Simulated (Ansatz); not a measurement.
**Nudged elastic band of C3H7NO (part 1 of 2)**

- system: C3H7NO
- method: RKS revPBE/def2-SVP (Ansatz 0.2.0)

The run did not end well. It belongs to a series of runs on one base structure; here: band between the two ends.

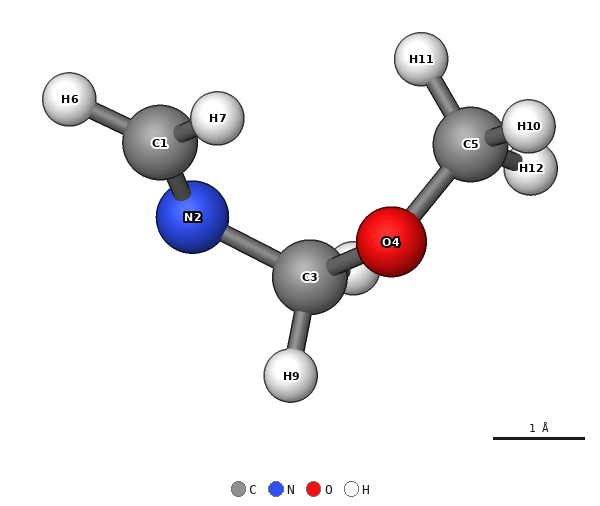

Figure 1. The structure as given in the input (ball-and-stick view, seen at a tilt; atoms are numbered from 1 in the order of the input). Bond lengths as drawn: C–H 1.11 to 1.12 Å, C–N 1.28 to 1.45 Å and C–O 1.42 Å.

The input
```yaml
crystal:
  periodic: [false, false, false]
  atoms:
    - { symbol: C, position_ang: [-1.117028, 1.453451, 0.61602] }
    - { symbol: "N", position_ang: [-1.13796, 0.283223, 1.13047] }
    - { symbol: C, position_ang: [-0.003076, -0.608643, 0.958329] }
    - { symbol: O, position_ang: [1.05409, -0.200936, 0.101791] }
    - { symbol: C, position_ang: [0.894203, -0.578287, -1.26054] }
    - { symbol: H, position_ang: [-1.986156, 2.122483, 0.779726] }
    - { symbol: H, position_ang: [-0.268409, 1.855735, 0.015787] }
    - { symbol: H, position_ang: [-0.411094, -1.600115, 0.643371] }
    - { symbol: H, position_ang: [0.441082, -0.747418, 1.969987] }
    - { symbol: H, position_ang: [1.779295, -0.20101, -1.810351] }
    - { symbol: H, position_ang: [-0.020362, -0.145859, -1.729613] }
    - { symbol: H, position_ang: [0.852314, -1.687622, -1.381077] }
basis:
  gaussian: { orbitals: def2-SVP }
hamiltonian:
  xc: revpbe
neb:
  order_check: false
  images: 7
  f_tol: 0.05
  max_iterations: 60
  initial_path: idpp
  optimiser: lbfgs
  climbing: immediate
  final_atoms:
    - { symbol: C, position_ang: [-1.44174553, 1.31097969, 0.78088373] }
    - { symbol: "N", position_ang: [-0.20068788, 1.03431855, 0.66780181] }
    - { symbol: C, position_ang: [0.21949025, -0.35674281, 0.83565057] }
    - { symbol: O, position_ang: [1.34466956, -0.68261546, 0.06061038] }
    - { symbol: C, position_ang: [1.10247379, -0.67599699, -1.33830487] }
    - { symbol: H, position_ang: [-1.77545081, 2.36527209, 0.69177948] }
    - { symbol: H, position_ang: [-2.24315354, 0.55100805, 0.97261546] }
    - { symbol: H, position_ang: [-0.62719976, -1.07492855, 0.64047607] }
    - { symbol: H, position_ang: [0.54067425, -0.47953047, 1.89377491] }
    - { symbol: H, position_ang: [2.04040887, -0.99693089, -1.83261733] }
    - { symbol: H, position_ang: [0.82933748, 0.33721055, -1.71338738] }
    - { symbol: H, position_ang: [0.28808232, -1.38704179, -1.62538282] }
```

Command:
```bash
ansatz run input.yaml --threads 2 --pin off --max-ram 3072MiB --backend cpu --events-out ev --progress --plain --runs-dir out
```

Output
```
Engine: ansatz 0.2.0, aarch64-unknown-linux-gnu
Functional definition: revPBE
  parameter kappa = 1.245
  parameter beta = 0.06672455060314922
  exchange = pbe_x(kappa = kappa, mu = beta*pi^2/3)
  correlation = pbe_c(beta = beta)
1195 factors; their error is unknown
mean field evaluation 1: about -6746.6996 eV, gradient 5.4e1 eV
mean field evaluation 2: about -6738.8457 eV, gradient 7.8e1 eV
mean field evaluation 4: about -6753.8454 eV, gradient 6.7e0 eV
mean field evaluation 8: about -6753.9414 eV, gradient 1.3e-1 eV
mean field evaluation 16: about -6753.8764 eV, gradient 3.0e-4 eV
mean field -6753.87641380 eV, -248.2003802652 hartree, gradient 1.6e-5 eV, S^2 0.000000; 0 other end points of the search recorded, 0 dependent functions left out
the calculation of the forces begins
reference -6753.87645319 eV, -248.2003817129 hartree; 20, 20 occupied and 85, 85 virtual orbitals, 1195 factors
1195 factors; their error is unknown
mean field evaluation 32: about -6753.8083 eV, gradient 2.2e-2 eV
mean field -6753.80827517 eV, -248.1978762168 hartree, gradient 1.9e-5 eV, S^2 0.000000; 0 other end points of the search recorded, 0 dependent functions left out
[... from here on the field's lines of each further geometry are left out, up to the last ...]
NEB iter   1: max|band force component| = 1.740e0 eV/Å  barrier→ = 0.7135 eV  barrier← = 0.6454 eV  CI = image 4  Δτ_max = 0.0289 Å  (265 SCF iters)
NEB iter   2: max|band force component| = 1.149e0 eV/Å  barrier→ = 0.5903 eV  barrier← = 0.5222 eV  CI = image 4  Δτ_max = 0.0415 Å  (224 SCF iters)
NEB iter   3: max|band force component| = 7.023e-1 eV/Å  barrier→ = 0.5096 eV  barrier← = 0.4414 eV  CI = image 4  Δτ_max = 0.0392 Å  (220 SCF iters)
NEB iter   4: max|band force component| = 1.027e0 eV/Å  barrier→ = 0.4668 eV  barrier← = 0.3987 eV  CI = image 4  Δτ_max = 0.0176 Å  (221 SCF iters)
NEB iter   5: max|band force component| = 9.280e-1 eV/Å  barrier→ = 0.4538 eV  barrier← = 0.3857 eV  CI = image 4  Δτ_max = 0.0056 Å  (230 SCF iters)
NEB iter   6: max|band force component| = 3.824e-1 eV/Å  barrier→ = 0.4483 eV  barrier← = 0.3802 eV  CI = image 4  Δτ_max = 0.0104 Å  (220 SCF iters)
NEB iter   7: max|band force component| = 3.177e-1 eV/Å  barrier→ = 0.4378 eV  barrier← = 0.3697 eV  CI = image 4  Δτ_max = 0.0172 Å  (230 SCF iters)
NEB iter   8: max|band force component| = 5.318e-1 eV/Å  barrier→ = 0.4289 eV  barrier← = 0.3608 eV  CI = image 4  Δτ_max = 0.0099 Å  (231 SCF iters)
NEB iter   9: max|band force component| = 5.391e-1 eV/Å  barrier→ = 0.4244 eV  barrier← = 0.3563 eV  CI = image 4  Δτ_max = 0.0105 Å  (232 SCF iters)
NEB iter  10: max|band force component| = 6.010e-1 eV/Å  barrier→ = 0.4213 eV  barrier← = 0.3532 eV  CI = image 4  Δτ_max = 0.0111 Å  (220 SCF iters)
NEB iter  11: max|band force component| = 5.983e-1 eV/Å  barrier→ = 0.4187 eV  barrier← = 0.3506 eV  CI = image 4  Δτ_max = 0.0036 Å  (223 SCF iters)
NEB iter  12: max|band force component| = 2.433e-1 eV/Å  barrier→ = 0.4171 eV  barrier← = 0.3489 eV  CI = image 4  Δτ_max = 0.0061 Å  (211 SCF iters)
NEB iter  13: max|band force component| = 2.345e-1 eV/Å  barrier→ = 0.4128 eV  barrier← = 0.3447 eV  CI = image 4  Δτ_max = 0.0222 Å  (229 SCF iters)
NEB iter  14: max|band force component| = 8.211e-1 eV/Å  barrier→ = 0.4012 eV  barrier← = 0.3330 eV  CI = image 4  Δτ_max = 0.0150 Å  (227 SCF iters)
NEB iter  15: max|band force component| = 8.075e-1 eV/Å  barrier→ = 0.3991 eV  barrier← = 0.3310 eV  CI = image 4  Δτ_max = 0.0063 Å  (231 SCF iters)
NEB iter  16: max|band force component| = 2.189e-1 eV/Å  barrier→ = 0.3972 eV  barrier← = 0.3291 eV  CI = image 4  Δτ_max = 0.0024 Å  (209 SCF iters)
NEB iter  17: max|band force component| = 2.144e-1 eV/Å  barrier→ = 0.3960 eV  barrier← = 0.3279 eV  CI = image 4  Δτ_max = 0.0308 Å  (173 SCF iters)
NEB iter  18: max|band force component| = 6.472e-1 eV/Å  barrier→ = 0.3856 eV  barrier← = 0.3175 eV  CI = image 4  Δτ_max = 0.0121 Å  (227 SCF iters)
NEB iter  19: max|band force component| = 6.663e-1 eV/Å  barrier→ = 0.3835 eV  barrier← = 0.3154 eV  CI = image 4  Δτ_max = 0.0125 Å  (230 SCF iters)
NEB iter  20: max|band force component| = 7.187e-1 eV/Å  barrier→ = 0.3823 eV  barrier← = 0.3141 eV  CI = image 4  Δτ_max = 0.0134 Å  (221 SCF iters)
NEB iter  21: max|band force component| = 7.291e-1 eV/Å  barrier→ = 0.3811 eV  barrier← = 0.3130 eV  CI = image 4  Δτ_max = 0.0135 Å  (231 SCF iters)
NEB iter  22: max|band force component| = 7.871e-1 eV/Å  barrier→ = 0.3802 eV  barrier← = 0.3121 eV  CI = image 4  Δτ_max = 0.0146 Å  (221 SCF iters)
NEB iter  23: max|band force component| = 7.952e-1 eV/Å  barrier→ = 0.3792 eV  barrier← = 0.3111 eV  CI = image 4  Δτ_max = 0.0147 Å  (229 SCF iters)
NEB iter  24: max|band force component| = 8.569e-1 eV/Å  barrier→ = 0.3785 eV  barrier← = 0.3103 eV  CI = image 4  Δτ_max = 0.0159 Å  (220 SCF iters)
NEB iter  25: max|band force component| = 8.651e-1 eV/Å  barrier→ = 0.3775 eV  barrier← = 0.3094 eV  CI = image 4  Δτ_max = 0.0159 Å  (230 SCF iters)
NEB iter  26: max|band force component| = 9.298e-1 eV/Å  barrier→ = 0.3769 eV  barrier← = 0.3087 eV  CI = image 4  Δτ_max = 0.0172 Å  (220 SCF iters)
NEB iter  27: max|band force component| = 9.390e-1 eV/Å  barrier→ = 0.3760 eV  barrier← = 0.3079 eV  CI = image 4  Δτ_max = 0.0173 Å  (230 SCF iters)
NEB iter  28: max|band force component| = 1.006e0 eV/Å  barrier→ = 0.3754 eV  barrier← = 0.3073 eV  CI = image 4  Δτ_max = 0.0187 Å  (219 SCF iters)
NEB iter  29: max|band force component| = 1.017e0 eV/Å  barrier→ = 0.3746 eV  barrier← = 0.3065 eV  CI = image 4  Δτ_max = 0.0187 Å  (229 SCF iters)
NEB iter  30: max|band force component| = 1.087e0 eV/Å  barrier→ = 0.3741 eV  barrier← = 0.3060 eV  CI = image 4  Δτ_max = 0.0202 Å  (229 SCF iters)
NEB iter  31: max|band force component| = 1.097e0 eV/Å  barrier→ = 0.3733 eV  barrier← = 0.3052 eV  CI = image 4  Δτ_max = 0.0202 Å  (228 SCF iters)
NEB iter  32: max|band force component| = 1.170e0 eV/Å  barrier→ = 0.3730 eV  barrier← = 0.3048 eV  CI = image 4  Δτ_max = 0.0217 Å  (228 SCF iters)
NEB iter  33: max|band force component| = 1.181e0 eV/Å  barrier→ = 0.3722 eV  barrier← = 0.3041 eV  CI = image 4  Δτ_max = 0.0218 Å  (229 SCF iters)
NEB iter  34: max|band force component| = 1.255e0 eV/Å  barrier→ = 0.3719 eV  barrier← = 0.3038 eV  CI = image 4  Δτ_max = 0.0233 Å  (228 SCF iters)
NEB iter  35: max|band force component| = 1.266e0 eV/Å  barrier→ = 0.3712 eV  barrier← = 0.3031 eV  CI = image 4  Δτ_max = 0.0235 Å  (229 SCF iters)
NEB iter  36: max|band force component| = 1.343e0 eV/Å  barrier→ = 0.3710 eV  barrier← = 0.3029 eV  CI = image 4  Δτ_max = 0.0250 Å  (229 SCF iters)
NEB iter  37: max|band force component| = 1.353e0 eV/Å  barrier→ = 0.3703 eV  barrier← = 0.3022 eV  CI = image 4  Δτ_max = 0.0251 Å  (228 SCF iters)
NEB iter  38: max|band force component| = 1.431e0 eV/Å  barrier→ = 0.3703 eV  barrier← = 0.3022 eV  CI = image 4  Δτ_max = 0.0266 Å  (229 SCF iters)
NEB iter  39: max|band force component| = 1.439e0 eV/Å  barrier→ = 0.3696 eV  barrier← = 0.3015 eV  CI = image 4  Δτ_max = 0.0268 Å  (228 SCF iters)
NEB iter  40: max|band force component| = 1.518e0 eV/Å  barrier→ = 0.3697 eV  barrier← = 0.3016 eV  CI = image 4  Δτ_max = 0.0282 Å  (229 SCF iters)
NEB iter  41: max|band force component| = 1.524e0 eV/Å  barrier→ = 0.3690 eV  barrier← = 0.3009 eV  CI = image 4  Δτ_max = 0.0140 Å  (228 SCF iters)
NEB iter  42: max|band force component| = 1.454e-1 eV/Å  barrier→ = 0.3638 eV  barrier← = 0.2956 eV  CI = image 4  Δτ_max = 0.0010 Å  (219 SCF iters)
NEB iter  43: max|band force component| = 1.450e-1 eV/Å  barrier→ = 0.3635 eV  barrier← = 0.2954 eV  CI = image 4  Δτ_max = 0.0148 Å  (154 SCF iters)
NEB iter  44: max|band force component| = 5.478e-1 eV/Å  barrier→ = 0.3599 eV  barrier← = 0.2917 eV  CI = image 4  Δτ_max = 0.0101 Å  (228 SCF iters)
NEB iter  45: max|band force component| = 5.840e-1 eV/Å  barrier→ = 0.3594 eV  barrier← = 0.2913 eV  CI = image 4  Δτ_max = 0.0108 Å  (197 SCF iters)
NEB iter  46: max|band force component| = 5.929e-1 eV/Å  barrier→ = 0.3590 eV  barrier← = 0.2908 eV  CI = image 4  Δτ_max = 0.0108 Å  (200 SCF iters)
NEB iter  47: max|band force component| = 6.350e-1 eV/Å  barrier→ = 0.3585 eV  barrier← = 0.2904 eV  CI = image 4  Δτ_max = 0.0118 Å  (197 SCF iters)
NEB iter  48: max|band force component| = 6.442e-1 eV/Å  barrier→ = 0.3581 eV  barrier← = 0.2900 eV  CI = image 4  Δτ_max = 0.0117 Å  (200 SCF iters)
NEB iter  49: max|band force component| = 6.906e-1 eV/Å  barrier→ = 0.3577 eV  barrier← = 0.2896 eV  CI = image 4  Δτ_max = 0.0128 Å  (198 SCF iters)
NEB iter  50: max|band force component| = 7.003e-1 eV/Å  barrier→ = 0.3573 eV  barrier← = 0.2892 eV  CI = image 4  Δτ_max = 0.0128 Å  (198 SCF iters)
NEB iter  51: max|band force component| = 7.500e-1 eV/Å  barrier→ = 0.3570 eV  barrier← = 0.2888 eV  CI = image 4  Δτ_max = 0.0139 Å  (195 SCF iters)
NEB iter  52: max|band force component| = 7.605e-1 eV/Å  barrier→ = 0.3566 eV  barrier← = 0.2885 eV  CI = image 4  Δτ_max = 0.0140 Å  (197 SCF iters)
NEB iter  53: max|band force component| = 8.134e-1 eV/Å  barrier→ = 0.3563 eV  barrier← = 0.2881 eV  CI = image 4  Δτ_max = 0.0151 Å  (194 SCF iters)
NEB iter  54: max|band force component| = 8.245e-1 eV/Å  barrier→ = 0.3559 eV  barrier← = 0.2878 eV  CI = image 4  Δτ_max = 0.0152 Å  (195 SCF iters)
NEB iter  55: max|band force component| = 8.806e-1 eV/Å  barrier→ = 0.3556 eV  barrier← = 0.2874 eV  CI = image 4  Δτ_max = 0.0164 Å  (194 SCF iters)
NEB iter  56: max|band force component| = 8.923e-1 eV/Å  barrier→ = 0.3553 eV  barrier← = 0.2871 eV  CI = image 4  Δτ_max = 0.0165 Å  (194 SCF iters)
NEB iter  57: max|band force component| = 9.516e-1 eV/Å  barrier→ = 0.3549 eV  barrier← = 0.2868 eV  CI = image 4  Δτ_max = 0.0177 Å  (194 SCF iters)
NEB iter  58: max|band force component| = 9.637e-1 eV/Å  barrier→ = 0.3546 eV  barrier← = 0.2865 eV  CI = image 4  Δτ_max = 0.0179 Å  (194 SCF iters)
NEB iter  59: max|band force component| = 1.026e0 eV/Å  barrier→ = 0.3543 eV  barrier← = 0.2862 eV  CI = image 4  Δτ_max = 0.0191 Å  (194 SCF iters)
the calculation of the forces begins
reference -6753.72954370 eV, -248.1949828887 hartree; 20, 20 occupied and 85, 85 virtual orbitals, 1195 factors
these checks for a lower state are left out or cut short: starts, cluster_reference, orbital_swaps, neighbouring_geometries, increment
1195 factors; their error is unknown
mean field -6753.79021854 eV, -248.1972126477 hartree, gradient 7.8e-5 eV, S^2 0.000000; 0 other end points of the search recorded, 0 dependent functions left out
the calculation of the forces begins
reference -6753.79025822 eV, -248.1972141061 hartree; 20, 20 occupied and 85, 85 virtual orbitals, 1195 factors
NEB iter  60: max|band force component| = 1.038e0 eV/Å  barrier→ = 0.3541 eV  barrier← = 0.2859 eV  CI = image 4  Δτ_max = 0.0193 Å  (194 SCF iters)
```

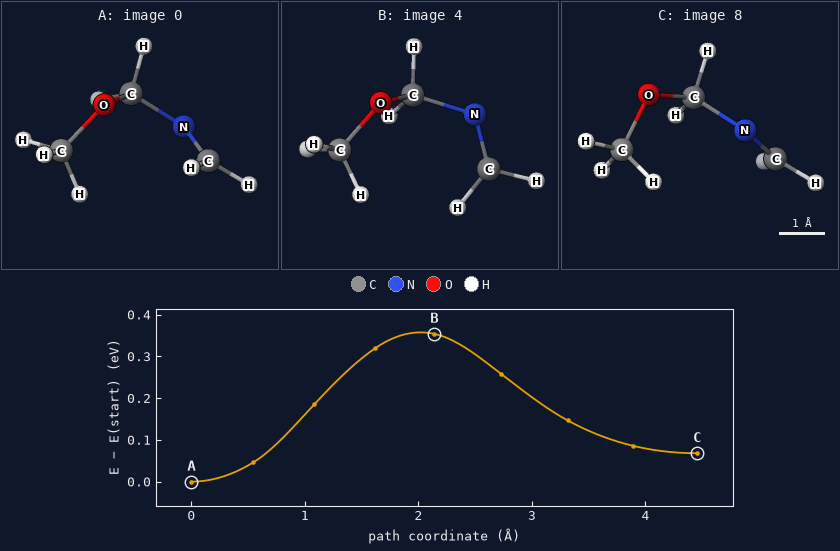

Figure 2. Images of the last band (counted from 0; ball-and-stick, seen at a tilt) above the energy along the path; the line is a cubic interpolation that uses the forces. The highest image is number 4, 0.354 eV above the start and 0.286 eV above the end (the climbing image); the end lies 0.068 eV above the start. The path is 4.45 Å long. The band had not converged after 60 iterations.
